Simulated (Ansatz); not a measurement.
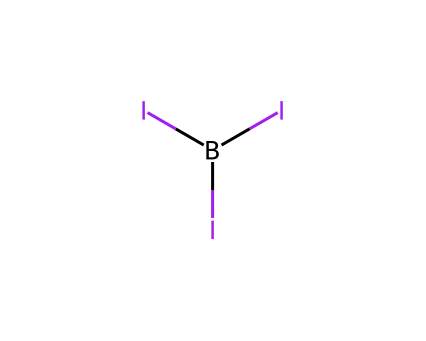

A structural formula.

**Write the SMILES.**

IB(I)I

**What is the molecular formula?**

BI3.

**An optimisation with PBE0-D4/def2-TZVP gave a structure of which point group?**

D3h.

More results for the same structure follow; atom numbers are the same in all pictures, views and colours differ. The geometry was computed by an optimisation with PBE0-D4/def2-TZVP.

### Charges

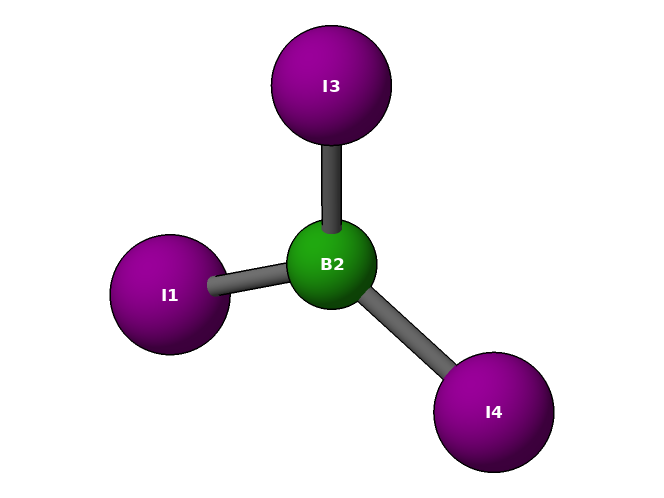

The questions are on Mulliken charges. Level of theory: RKS PBE0-D4/def2-TZVP, core potentials on I (Ansatz 0.2.0).

List the Mulliken charges.

```
atom  value (e)
  I1       0.07
  B2      −0.22
  I3       0.07
  I4       0.07
```

### Levels of theory compared

Program: Ansatz 0.2.0.

Tabulate HOMO–LUMO gap (eV), HOMO energy (eV) at these levels: B3LYP-D4/def2-TZVPP; B97M-V/def2-TZVPP; BLYP-D4/def2-TZVPP; PBE0-D4/def2-QZVPP; PBE0-D4/def2-TZVPP; ωB97M-V/def2-QZVPP.

```tsv
level	HOMO–LUMO gap (eV)	HOMO energy (eV)
B3LYP-D4/def2-TZVPP	4.51	−7.12
B97M-V/def2-TZVPP	3.58	−6.53
BLYP-D4/def2-TZVPP	3.03	−6.06
PBE0-D4/def2-QZVPP	4.87	−7.39
PBE0-D4/def2-TZVPP	4.87	−7.38
ωB97M-V/def2-QZVPP	8.84	−9.48
```

### Thermal motion

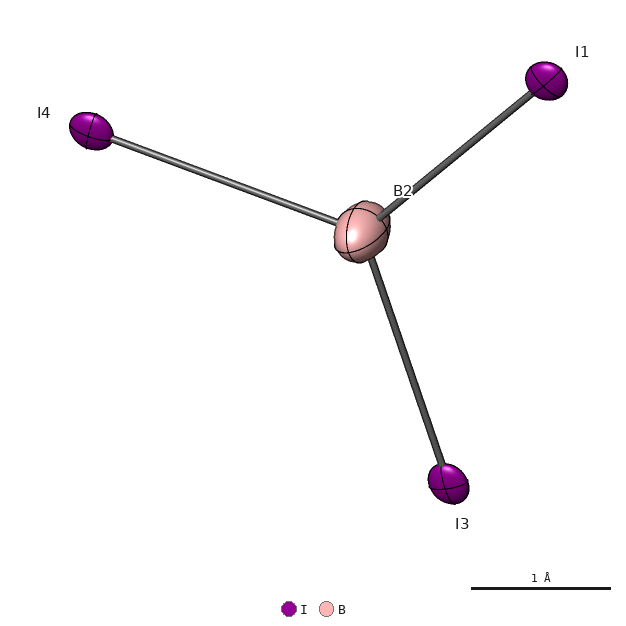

Displacement ellipsoids at the 50 % level, enlarged 2 times, from the internal vibrations of the free molecule (harmonic, no overall translation or rotation; no half-axis is drawn under 0.075 Å). Vibrations computed with RKS PBE0-D4/def2-TZVP, core potentials on I (Ansatz 0.2.0). Temperature: 400 K.

**Which atom has the largest mean-square displacement?**

B2, with U_eq = 0.0057 Å².

List U_eq and the three principal root-mean-square amplitudes for each kind of atom.

```csv
atom,U_eq (Å²),rms amplitudes (Å)
"I1, I3, I4",0.0018,"0.003, 0.049, 0.054"
B2,0.0057,"0.063, 0.063, 0.095"
```

Mulliken values depend strongly on the basis set and can even reverse the polarity of a bond.
